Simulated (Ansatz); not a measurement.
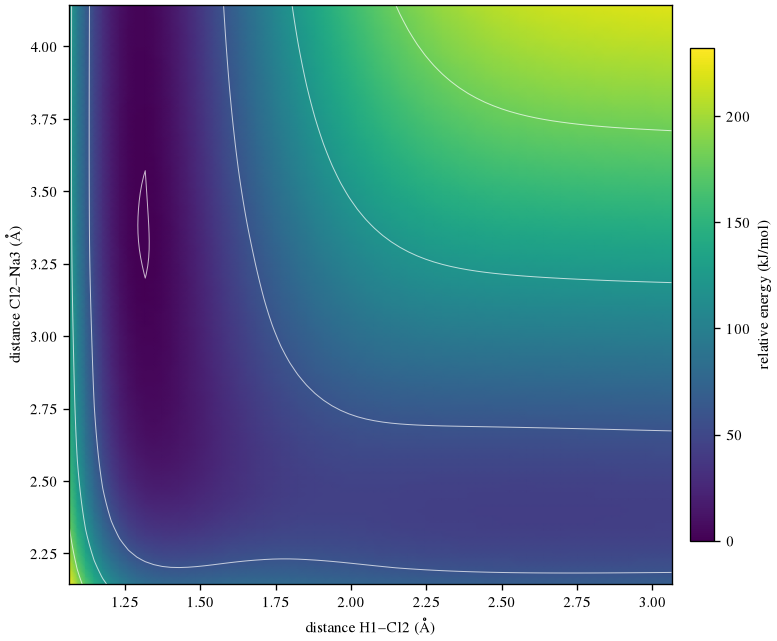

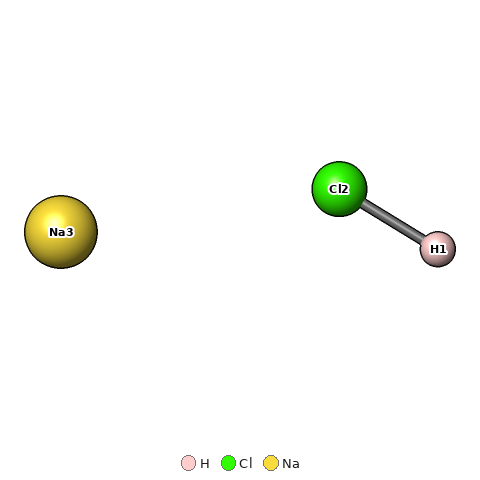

Energy landscape of the system H + ClNa, spin multiplicity 2. First axis: distance H1–Cl2. Second axis: distance Cl2–Na3. Nothing is relaxed (the angle H1–Cl2–Na3 is fixed at 140 degrees). Grid: 15 × 15 points. Energies: kJ/mol, counted from the lowest grid point. Method: UKS PBE-D4/def2-SVPD in Ansatz.

The picture shows a smooth colour map with a few white contour lines. Between grid points the surface is interpolated. The second picture is the structure at the lowest point.

Question: Summarise what can be read from the map.

Answer: The lowest grid point is at distance H1–Cl2 = 1.334 Å, distance Cl2–Na3 = 3.270 Å. Other grid points that lie below all their neighbours: distance H1–Cl2 = 2.701 Å, distance Cl2–Na3 = 2.414 Å (42 kJ/mol higher). The highest grid point, distance H1–Cl2 = 1.064 Å, distance Cl2–Na3 = 2.144 Å, lies 232 kJ/mol above the lowest. On the interpolated surface the lowest path from the side where the first distance is long, distance H1–Cl2 = 2.880 Å, distance Cl2–Na3 = 2.414 Å, to the well on the other side, about distance H1–Cl2 = 1.31 Å, distance Cl2–Na3 = 3.32 Å, has its top at distance H1–Cl2 = 2.030 Å, distance Cl2–Na3 = 2.414 Å, about 2.3 kJ/mol above the start and 45 kJ/mol above the end.

The whole map (225 points run) took 10 min on 1 thread of Intel(R) Xeon(R) Platinum 8488C (Sapphire Rapids), with other jobs on the host.
